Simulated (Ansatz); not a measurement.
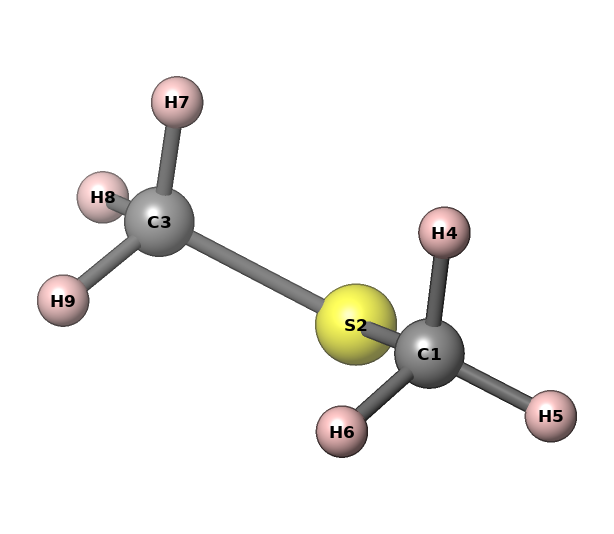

Source: calculation with Ansatz.

S2 lies behind C1. The molecule seen a little off the C1–S2 bond, C1 in front. Depth is shown by fading: the farther an atom, the more it takes the colour of the background. Geometry: moved along internal coordinates away from the minimum.

Question: What is the torsion angle H4–C1–S2–C3? The sign is positive where the front bond must turn clockwise to cover the back bond.

Answer: −61°, synclinal (gauche).
